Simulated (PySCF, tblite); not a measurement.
# C₄H₁₁BO: dynamics, then NMR shifts on frames, part 2 of 2

tblite 0.8.0 and PySCF 2.14.0. Atoms count from 0.

### Step 5. NMR shieldings: 625 fs, PBE0/pcSseg-1

The job: settings as JSON, then the geometry in Å.

```
{"job": {"kind": "nmr", "xc": "PBE0", "basis": "pcSseg-1", "pop": false}, "charge": 0, "multiplicity": 1}
C      1.989600    -0.144000    -0.211400
O      0.875000    -0.365400     0.580500
C      0.083800     0.798600     0.766600
B     -1.496200     0.591200     0.921000
C     -1.992000    -0.828900     0.642800
C     -2.327800     1.910400     1.161000
H      2.590700    -1.065600    -0.352100
H      1.677300     0.125000    -1.246600
H      2.643200     0.654600     0.116300
H      0.587000     1.512100     1.641800
H      0.205200     1.388500    -0.124900
H     -2.657600    -1.105900     1.459200
H     -1.269200    -1.602100     0.570700
H     -2.541900    -0.875400    -0.269500
H     -2.908800     2.212000     0.244800
H     -1.723600     2.744600     1.362900
H     -3.080900     1.790000     1.927600
```

With the program's defaults for keys left out, this is: GIAO PBE0/pcSseg-1 NMR shielding, non-relativistic, gas phase.

The log of the run:

```text
coarse grid: 13336 points
cycle   1  E = -258.6075434659  dE =  4.515e-01  |g| = 6.502e-01  |ddm| = 3.356e+00
cycle   2  E = -258.5478603854  dE =  5.968e-02  |g| = 8.636e-01  |ddm| = 1.393e+00
cycle   3  E = -258.6994475004  dE = -1.516e-01  |g| = 1.130e-01  |ddm| = 8.935e-01
cycle   4  E = -258.7016675350  dE = -2.220e-03  |g| = 3.021e-02  |ddm| = 9.086e-02
cycle   5  E = -258.7018722356  dE = -2.047e-04  |g| = 3.957e-03  |ddm| = 2.607e-02
cycle   6  E = -258.7018754262  dE = -3.191e-06  |g| = 9.488e-04  |ddm| = 3.928e-03
final grid: 126344 points
cycle   7  E = -258.7447816404  dE = -3.075e-05  |g| = 1.157e-02  |ddm| = 2.299e-02
cycle   8  E = -258.7447631982  dE =  1.844e-05  |g| = 1.550e-02  |ddm| = 1.686e-02
cycle   9  E = -258.7448083141  dE = -4.512e-05  |g| = 1.538e-03  |ddm| = 1.012e-02
cycle  10  E = -258.7448088136  dE = -4.996e-07  |g| = 8.213e-05  |ddm| = 1.414e-03
cycle  11  E = -258.7448088151  dE = -1.533e-09  |g| = 3.727e-05  |ddm| = 1.167e-04
cycle  12  E = -258.7448088155  dE = -3.108e-10  |g| = 1.274e-05  |ddm| = 3.988e-05
converged SCF energy = -258.7448088155

GIAO shielding tensors (ppm)
atom      isotropic    diamagn.    paramagn.     s11        s22        s33       span
  0 C      125.417     245.248    -119.831     88.656    102.947    184.647     95.991
  1 O      319.434     397.432     -77.998    286.476    316.914    354.912     68.436
  2 C       95.788     250.706    -154.918     63.580     73.248    150.534     86.954
  3 B       12.983     190.536    -177.553    -54.821    -23.592    117.363    172.184
  4 C      182.067     252.029     -69.962    159.801    186.784    199.617     39.816
  5 C      180.023     251.901     -71.878    159.276    187.983    192.810     33.534
  6 H       27.568      28.979      -1.411     23.715     24.980     34.008     10.293
  7 H       28.330      31.310      -2.980     24.361     26.422     34.207      9.846
  8 H       28.713      30.025      -1.313     25.570     25.653     34.915      9.345
  9 H       25.475      28.228      -2.753     20.957     25.482     29.986      9.029
 10 H       28.987      34.377      -5.390     25.745     27.067     34.148      8.402
 11 H       31.414      28.530       2.884     26.803     29.647     37.792     10.988
 12 H       30.303      33.775      -3.472     25.519     30.098     35.291      9.771
 13 H       31.968      30.871       1.097     27.701     29.726     38.478     10.777
 14 H       30.456      28.538       1.918     26.784     27.961     36.622      9.838
 15 H       31.731      31.896      -0.165     27.793     31.225     36.174      8.381
 16 H       31.089      27.835       3.254     27.108     28.979     37.182     10.073
```

It took 17 s on 1 thread of Intel Xeon at 2.60GHz, shared host; peak memory 0.75 GiB.

This run: δ C2 91.1, C0 61.5, C5 6.9, C4 4.9, H9 6.24, H6 4.15 ppm.

### Step 6. Nuclear shieldings: 800 fs, PBE0/pcSseg-1

The job: settings as JSON, then the geometry in Å.

```
{"job": {"kind": "nmr", "xc": "PBE0", "basis": "pcSseg-1", "pop": false}, "charge": 0, "multiplicity": 1}
C      1.951200    -0.005800     0.423600
O      0.571600    -0.351600     0.518900
C     -0.259000     0.843600     0.519500
B     -1.766500     0.551400     0.943400
C     -2.358100    -0.902200     0.814300
C     -2.443500     1.553400     1.933400
H      2.500800    -0.861000     0.028200
H      1.989500     0.865700    -0.196600
H      2.333000     0.227300     1.366100
H      0.140300     1.638100     1.118800
H     -0.075200     1.353400    -0.503100
H     -1.611500    -1.644500     0.438400
H     -3.115800    -0.849700     0.070800
H     -2.870000    -1.282000     1.693600
H     -3.477000     1.287200     2.069800
H     -2.480500     2.614500     1.760200
H     -1.907500     1.382800     2.852300
```

Level: GIAO PBE0/pcSseg-1 NMR shielding, non-relativistic, gas phase.

The log of the run:

```text
coarse grid: 13336 points
cycle   1  E = -258.6020142485  dE =  4.209e-01  |g| = 6.515e-01  |ddm| = 3.347e+00
cycle   2  E = -258.5353863820  dE =  6.663e-02  |g| = 8.858e-01  |ddm| = 1.376e+00
cycle   3  E = -258.6944219377  dE = -1.590e-01  |g| = 1.221e-01  |ddm| = 8.694e-01
cycle   4  E = -258.6970692250  dE = -2.647e-03  |g| = 3.137e-02  |ddm| = 9.389e-02
cycle   5  E = -258.6972877940  dE = -2.186e-04  |g| = 4.255e-03  |ddm| = 2.632e-02
cycle   6  E = -258.6972915271  dE = -3.733e-06  |g| = 1.087e-03  |ddm| = 4.130e-03
final grid: 126344 points
cycle   7  E = -258.7412076672  dE = -2.983e-05  |g| = 1.247e-02  |ddm| = 2.419e-02
cycle   8  E = -258.7411817643  dE =  2.590e-05  |g| = 1.743e-02  |ddm| = 1.828e-02
cycle   9  E = -258.7412384910  dE = -5.673e-05  |g| = 1.824e-03  |ddm| = 1.120e-02
cycle  10  E = -258.7412392013  dE = -7.102e-07  |g| = 8.994e-05  |ddm| = 1.596e-03
cycle  11  E = -258.7412392029  dE = -1.671e-09  |g| = 4.294e-05  |ddm| = 1.248e-04
cycle  12  E = -258.7412392034  dE = -4.297e-10  |g| = 1.242e-05  |ddm| = 4.332e-05
converged SCF energy = -258.7412392034

GIAO shielding tensors (ppm)
atom      isotropic    diamagn.    paramagn.     s11        s22        s33       span
  0 C      124.749     246.012    -121.263     87.547     98.648    188.052    100.505
  1 O      325.688     398.069     -72.381    275.459    341.634    359.972     84.512
  2 C      105.173     251.025    -145.852     66.874     82.770    165.874     99.000
  3 B       11.821     185.933    -174.113    -52.780    -29.780    118.021    170.801
  4 C      173.419     252.957     -79.539    149.789    183.287    187.180     37.391
  5 C      171.755     249.544     -77.788    149.431    180.946    184.888     35.457
  6 H       27.939      30.023      -2.085     23.846     25.518     34.452     10.605
  7 H       29.197      31.623      -2.426     26.254     26.628     34.710      8.455
  8 H       29.176      31.594      -2.418     25.514     26.907     35.105      9.591
  9 H       28.558      34.430      -5.872     25.139     26.390     34.143      9.004
 10 H       27.109      31.392      -4.283     23.217     26.918     31.192      7.975
 11 H       28.942      32.363      -3.421     24.099     29.248     33.480      9.381
 12 H       32.127      30.679       1.448     27.901     30.369     38.112     10.211
 13 H       30.845      29.914       0.930     27.367     29.301     35.866      8.499
 14 H       30.777      28.197       2.580     26.600     30.548     35.182      8.582
 15 H       30.991      29.606       1.385     27.054     29.461     36.459      9.405
 16 H       31.870      29.570       2.300     28.459     29.923     37.229      8.770
```

Run time: 17 s. Hardware: 1 thread of Intel Xeon at 2.60GHz, shared host; peak memory 0.74 GiB.

This run: δ C2 81.8, C0 62.2, C5 15.2, C4 13.5, H10 4.61, H6 3.78 ppm.

### Step 7. Shielding tensors: 1000 fs, PBE0/pcSseg-1

The job: settings as JSON, then the geometry in Å.

```
{"job": {"kind": "nmr", "xc": "PBE0", "basis": "pcSseg-1", "pop": false}, "charge": 0, "multiplicity": 1}
C      1.826500     0.573600     0.589500
O      0.498100     0.098200     0.541000
C     -0.394200     1.010500     1.097000
B     -1.952500     0.603300     1.139700
C     -2.584600    -0.456000     0.104200
C     -2.883600     1.443100     2.066500
H      2.460700    -0.282600     0.274800
H      1.947000     1.485400    -0.038900
H      2.105000     0.865500     1.642800
H     -0.049600     1.164500     2.139400
H     -0.270800     1.934300     0.545500
H     -1.798600    -0.985000    -0.464600
H     -3.246700     0.025000    -0.590200
H     -3.142100    -1.253900     0.663400
H     -3.886900     1.161700     2.233600
H     -2.931800     2.473800     1.587100
H     -2.399900     1.611000     3.041800
```

With the program's defaults for keys left out, this is: GIAO PBE0/pcSseg-1 NMR shielding, non-relativistic, gas phase.

The log of the run:

```text
coarse grid: 13336 points
cycle   1  E = -258.6196407444  dE =  3.580e-01  |g| = 6.439e-01  |ddm| = 3.331e+00
cycle   2  E = -258.5554983919  dE =  6.414e-02  |g| = 8.742e-01  |ddm| = 1.380e+00
cycle   3  E = -258.7093198028  dE = -1.538e-01  |g| = 1.052e-01  |ddm| = 8.770e-01
cycle   4  E = -258.7112294603  dE = -1.910e-03  |g| = 3.109e-02  |ddm| = 8.405e-02
cycle   5  E = -258.7114482338  dE = -2.188e-04  |g| = 4.025e-03  |ddm| = 2.710e-02
cycle   6  E = -258.7114515020  dE = -3.268e-06  |g| = 1.113e-03  |ddm| = 3.963e-03
final grid: 126344 points
cycle   7  E = -258.7544081719  dE = -3.068e-05  |g| = 1.150e-02  |ddm| = 2.408e-02
cycle   8  E = -258.7543892470  dE =  1.892e-05  |g| = 1.554e-02  |ddm| = 1.694e-02
cycle   9  E = -258.7544345394  dE = -4.529e-05  |g| = 1.481e-03  |ddm| = 1.020e-02
cycle  10  E = -258.7544350111  dE = -4.717e-07  |g| = 6.857e-05  |ddm| = 1.354e-03
cycle  11  E = -258.7544350121  dE = -9.360e-10  |g| = 3.599e-05  |ddm| = 1.049e-04
cycle  12  E = -258.7544350124  dE = -3.104e-10  |g| = 1.028e-05  |ddm| = 3.947e-05
converged SCF energy = -258.7544350124

GIAO shielding tensors (ppm)
atom      isotropic    diamagn.    paramagn.     s11        s22        s33       span
  0 C      116.308     245.928    -129.620     82.025     89.793    177.106     95.082
  1 O      320.893     400.039     -79.146    300.825    318.909    342.946     42.121
  2 C      107.365     249.418    -142.053     72.788     91.766    157.540     84.751
  3 B       10.602     185.360    -174.758    -56.719    -27.323    115.847    172.566
  4 C      174.132     254.552     -80.419    150.086    182.848    189.463     39.376
  5 C      173.161     251.498     -78.337    152.180    181.377    185.925     33.745
  6 H       27.017      29.721      -2.703     22.949     24.837     33.266     10.317
  7 H       27.906      30.064      -2.159     24.117     26.227     33.373      9.255
  8 H       28.002      29.337      -1.335     24.941     25.982     33.083      8.142
  9 H       28.004      32.042      -4.038     23.739     26.389     33.884     10.145
 10 H       28.540      32.827      -4.287     25.256     27.080     33.283      8.027
 11 H       29.523      34.206      -4.683     24.935     29.453     34.183      9.248
 12 H       31.414      30.812       0.602     27.709     29.332     37.201      9.491
 13 H       30.315      28.944       1.372     26.459     28.605     35.883      9.424
 14 H       31.164      28.766       2.397     27.585     29.801     36.105      8.521
 15 H       30.326      27.473       2.853     26.484     28.958     35.536      9.053
 16 H       30.417      28.647       1.770     26.080     29.872     35.298      9.218
```

Wall time 16 s (1 thread of Intel Xeon at 2.60GHz, shared host); peak memory 0.75 GiB.

This run: δ C2 79.6, C0 70.6, C5 13.8, C4 12.8, H6 4.70, H7 3.81 ppm.

### Step 8. Run by run: NMR shifts

Shifts (ppm) of some atoms, chosen among heavy atoms and hydrogens apart, with basis size and wall time:

| frame | C2 | C0 | C4 | C5 | H9 | H11 | O1 | functions | time |
| --- | --- | --- | --- | --- | --- | --- | --- | --- | --- |
| 250 fs | 82.6 | 68.8 | 16.7 | 9.2 | 3.34 | 0.97 | 23.5 | 157 | 16 s |
| 425 fs | 79.1 | 69.3 | 11.9 | 14.1 | 2.64 | 0.52 | 18.6 | 157 | 16 s |
| 625 fs | 91.1 | 61.5 | 4.9 | 6.9 | 6.24 | 0.30 | 16.6 | 157 | 17 s |
| 800 fs | 81.8 | 62.2 | 13.5 | 15.2 | 3.16 | 2.77 | 10.4 | 157 | 17 s |
| 1000 fs | 79.6 | 70.6 | 12.8 | 13.8 | 3.71 | 2.19 | 15.2 | 157 | 16 s |

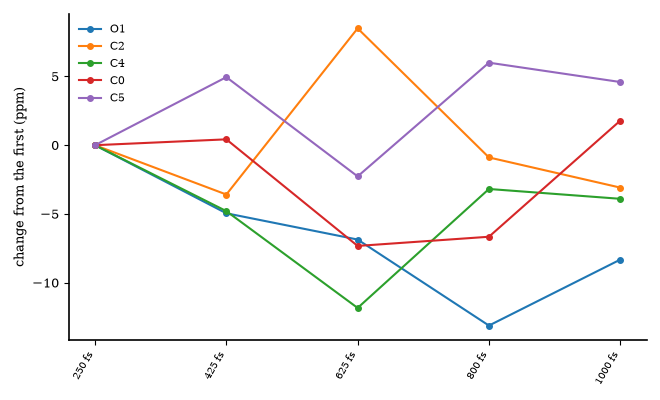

How five of the tabulated atoms move from run to run.

### Step 9. Outcome

This closing draws on all 2 parts.

| quantity | value |
| --- | --- |
| thermostat | 200 K |
| mean temperature, second half | 237 K |
| mean potential energy above the minimum | 0.48 eV |
| 13C shifts against TMS (PBE0/pcSseg-1, 250 fs) | 82.6, 68.8, 16.7, 9.2 ppm |
| 1H shifts against TMS (PBE0/pcSseg-1, 250 fs) | 4.37, 4.12, 4.09, 3.56, 3.34, 2.01, 0.97, 0.73, 0.61, 0.49, 0.19 ppm |
| 17O shifts against H2O (PBE0/pcSseg-1, 250 fs) | 23.5 ppm |
| 11B shifts against BF3·OEt2 (PBE0/pcSseg-1, 250 fs) | 90.3 ppm |
| range of the shift of O1 | 10.4 to 23.5 ppm |

In the second half the potential energy averages 0.48 eV above the minimum; equipartition over 45 harmonic modes at 200 K would give 0.39 eV. With 17 atoms the temperature swings widely (122 to 311 K). Shifts at one fixed geometry are not the observed spectrum, which averages over the motion. In the first frame run (250 fs): The largest span, 173 ppm, is at B3, where the paramagnetic term is -175 ppm. Across the 5 runs the shift of O1 moves most, between 10.4 (800 fs) and 23.5 ppm (250 fs).
